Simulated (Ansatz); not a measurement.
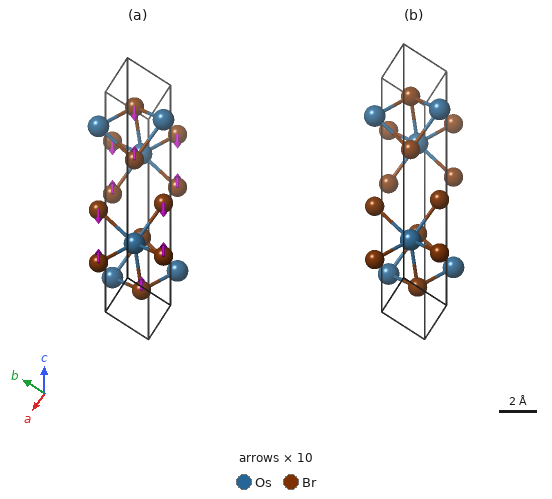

The structure of a crystal of OsBr2 (built on the 2H molybdenite_194 type) before (left) and after (right) a relaxation, at one scale. The purple arrows give the displacements (the part carried along by the change of the cell is left out), magnified 10 times.

Style: ball-and-stick. Shown: the cell of the calculation, from a free direction.

Case: 2H molybdenite type (P6_3/mmc, No. 194).

These are results of DFT PBE, scalar-relativistic, plane waves, PAW (Ansatz 0.2.0), not measurements. (plane-wave cutoff 420 eV; k-point mesh 12 × 12 × 4; occupations gaussian; smearing width 0.1 eV; collinear spin; cell and atoms relaxed; force threshold 0.01 eV/Å; at most 80 steps)

**What changed between the two?**

The largest moves relative to the cell, 0.094 Å, are those of Br atoms. Os stays in place. The volume changes by +5.7 %, with a = b 3.642 → 3.631 Å (−0.3 %), c 14.482 → 15.394 Å (+6.3 %). Among the contacts that change: Br–Os 2.728 → 2.733 Å. The space group stays P6_3/mmc (No. 194). Over 5 accepted moves (6 points after the start) the energy falls by 1.5 meV per atom. Largest force component: 0.046 eV/Å at the start, 0.00011 eV/Å at the end. Pressure: 0.21 GPa at the start and 0.00 GPa at the end. At 1 point the geometry stayed and the basis and grid were re-selected for the new cell (energy shift of 0.2 meV per atom at most each time). The run may lie on a higher electronic state than the lowest, so the end point isn't shown to be the ground-state structure. The run took 5.2 min on 1 thread of Arm Neoverse V2 (shared host), peak memory 0.82 GiB.
